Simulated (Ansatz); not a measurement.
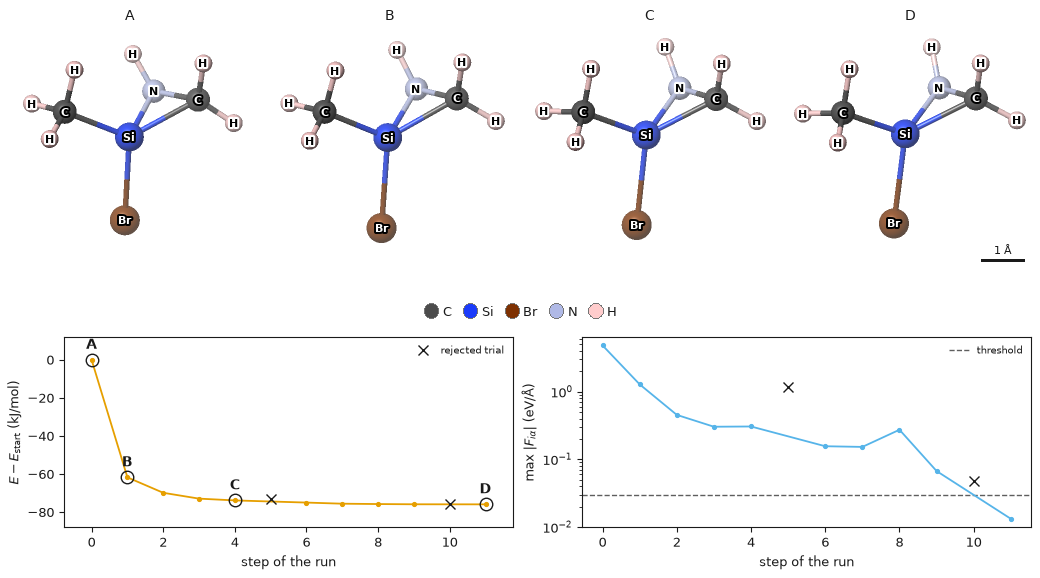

Frames of a relaxation of C₂H₆BrNSi (coarse preliminary run), marked on the history of the run. Style: ball-and-stick. Shown at a tilt.

The start comes from a force field.

Method: Ansatz 0.2.0, RKS PBE-D4/def2-SVP. Set-up: force threshold 0.03 eV/Å; at most 200 steps.

Describe the path.

The energy falls by 75.9 kJ/mol in 9 accepted moves (11 points after the start). Largest force component: 4.8 eV/Å at the start, 0.013 eV/Å at the end. The line search rejected the trial steps at points 5, 10 of the run. An H atom moves most after the best rigid fit: 0.69 Å. Largest moves by element: H 0.69 Å, Br 0.27 Å, Si 0.24 Å, N 0.17 Å, C 0.13 Å. Near-neighbour distances that change, for instance: Br–Si 2.144 → 2.241 Å, C–H 1.021 → 1.109 Å, C–Si 1.787 → 1.873 Å, C–H 1.055 → 1.109 Å. Bond angles that change, for instance: Si–N–H 108.3° → 135.2°, C–Si–N 111.6° → 123.4°, Br–Si–N 107.6° → 116.3°. From step 0 to 1: the Br atom moves most (0.20 Å), energy −61.7 kJ/mol. From step 1 to 4: an H atom moves most (0.30 Å), energy −12.1 kJ/mol. From step 4 to 11: an H atom moves most (0.25 Å), energy −2.07 kJ/mol.
